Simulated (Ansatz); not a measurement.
# [NO2]− (SMILES O=N[O-]): wB97M-V/STO-3G

Aim: the vertical singlet–triplet gap of [NO2]− at wB97M-V/STO-3G, from 2 runs. 

The results are computed with Ansatz 0.2.0.

12 further runs of the same task are left out: 10 that didn't finish, 2 set aside as unsound or not needed.

## (1) The structure to begin with

The species is [NO2]− (3 atoms), meant as a singlet with charge -1. As SMILES, `O=N[O-]`. Geometry: relaxed at GFN2-xTB.

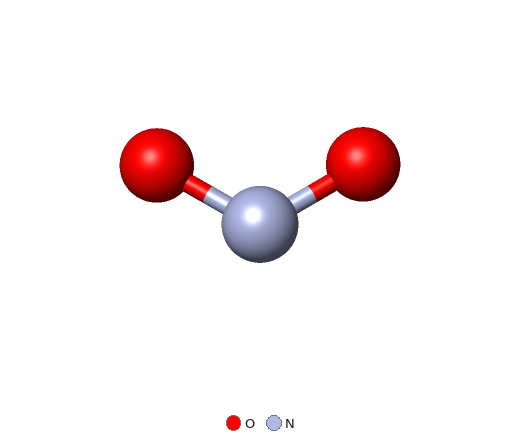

The structure, seen from a chosen angle (oxygen red, nitrogen light blue).

## (2) The energy at wB97M-V/STO-3G

File run.yaml:

```yaml
crystal:
  periodic: [false, false, false]
  atoms:
    - symbol: O
      position_ang: [0.332300, 1.015250, 0.295330]
    - symbol: "N"
      position_ang: [0.330220, -0.248730, 0.154080]
    - symbol: O
      position_ang: [-0.662520, -0.766520, -0.449410]
basis:
  gaussian:
    orbitals: STO-3G
total_charge: -1
hamiltonian:
  xc: {name: wB97M-V}
accuracy: high
```

Launch:

```
$ ansatz run run.yaml --threads 1 --pin off --max-ram 2610MiB --events-out events.jsonl --progress --plain --runs-dir runs
```

What it wrote:

```text
Warning: RAYON_NUM_THREADS=1 ignored (pool sized by the plan → 1); use --threads N
Functional definition: wB97M-V
  name "wB97M-V"
  parameter omega = 0.3/bohr
  parameter cx = 0.15
  parameter cx01 = 1.007
  parameter cx10 = 0.259
  parameter css00 = 0.443
  parameter css04 = -1.437
  parameter css10 = -4.535
  parameter css20 = -3.390
  parameter css43 = 4.278
  parameter cos00 = 1.000
  parameter cos10 = 1.358
  parameter cos20 = 2.924
  parameter cos21 = -8.812
  parameter cos60 = -1.390
  parameter cos61 = 9.142
  parameter b = 6.0
  parameter c = 0.01
  gx(w, u) = 1 - cx + cx01*u + cx10*w
  gss(w, u) = css00 + css04*u^4 + css10*w + css20*w^2 + css43*w^4*u^3
  gos(w, u) = cos00 + cos10*w + (cos20 + cos21*u)*w^2 + (cos60 + cos61*u)*w^6
  exchange = spin_sum(e_x_unif_sr(omega)*gx(b97_w, b97_u_x)) + cx*exact_x_sr(omega) + exact_x_lr(omega)
  correlation = spin_sum(e_c_pw_mod_same_spin*gss(b97_w, b97_u_same))
      + integral(e_c_pw_mod_opposite_spin*gos(b97_w_opposite, b97_u_opposite)) + vv10(b, c)
252 factors; integrals over basis functions are off by at most 3.8e-8 eV
114 factors; integrals over basis functions are off by at most 7.4e-10 eV
mean field evaluation 1: about -5498.1795 eV, gradient 3.2e1 eV
mean field evaluation 2: about -5499.0938 eV, gradient 2.7e1 eV
mean field evaluation 4: about -5501.0078 eV, gradient 1.0e-1 eV
mean field evaluation 8: about -5500.9981 eV, gradient 1.3e-3 eV
mean field evaluation 16: about -5500.9981 eV, gradient 3.8e-8 eV
mean field -5500.99810762 eV, -202.1579517446 hartree, gradient 2.3e-8 eV, S^2 0.000000; 0 other end points of the search recorded, 0 dependent functions left out
reference -5500.99810847 eV, -202.1579517759 hartree; 12, 12 occupied and 3, 3 virtual orbitals, 252 factors
Total energy: -5500.99810847 eV, -202.1579517759 hartree
```

Run time: 10 s. Hardware: 1 thread of Arm Neoverse V1, shared host; peak memory 0.2 GiB.

## (3) The triplet, same level

File in.yaml:

```yaml
crystal:
  periodic: [false, false, false]
  atoms:
    - symbol: O
      position_ang: [0.332300, 1.015250, 0.295330]
    - symbol: "N"
      position_ang: [0.330220, -0.248730, 0.154080]
    - symbol: O
      position_ang: [-0.662520, -0.766520, -0.449410]
basis:
  gaussian:
    orbitals: STO-3G
magnetization:
  spin_polarized: true
  initial_magnetization: 2
total_charge: -1
accuracy: high
hamiltonian:
  xc: {name: wB97M-V}
```

Launch:

```
$ ansatz run in.yaml --threads 1 --pin off --max-ram 2610MiB --events-out events.jsonl --progress --plain --runs-dir runs
```

What it wrote (excerpt; [...] marks lines left out):

```text
Warning: RAYON_NUM_THREADS=1 ignored (pool sized by the plan → 1); use --threads N
[... 2 set-up lines as earlier in the session ...]
[...]
  gx(w, u) = 1 - cx + cx01*u + cx10*w
  gss(w, u) = css00 + css04*u^4 + css10*w + css20*w^2 + css43*w^4*u^3
  gos(w, u) = cos00 + cos10*w + (cos20 + cos21*u)*w^2 + (cos60 + cos61*u)*w^6
[...]
      + integral(e_c_pw_mod_opposite_spin*gos(b97_w_opposite, b97_u_opposite)) + vv10(b, c)
252 factors; integrals over basis functions are off by at most 3.8e-8 eV
114 factors; integrals over basis functions are off by at most 7.4e-10 eV
[...]
mean field -5499.15381633 eV, -202.0901752897 hartree, gradient 3.3e-8 eV, S^2 2.003665; 3 other end points of the search recorded, 0 dependent functions left out
reference -5499.15381718 eV, -202.0901753210 hartree; 13, 11 occupied and 2, 4 virtual orbitals, 252 factors
Total energy: -5499.15381718 eV, -202.0901753210 hartree
```

Run time: 17 s. Hardware: 1 thread of Arm Neoverse V1, shared host; peak memory 0.35 GiB.

## (4) What came out

At wB97M-V/STO-3G:

| quantity | value |
| --- | --- |
| singlet: total energy | -202.15795 Eh |
| triplet: total energy | -202.09018 Eh |
| triplet: ⟨S²⟩ | 2.004 |
| vertical energy of the triplet above the singlet | 1.844 eV |

**Reading.** At this shape the triplet lies 1.84 eV (178 kJ/mol) above the singlet. In a minimal basis such a difference can be off by several eV, whatever the method.
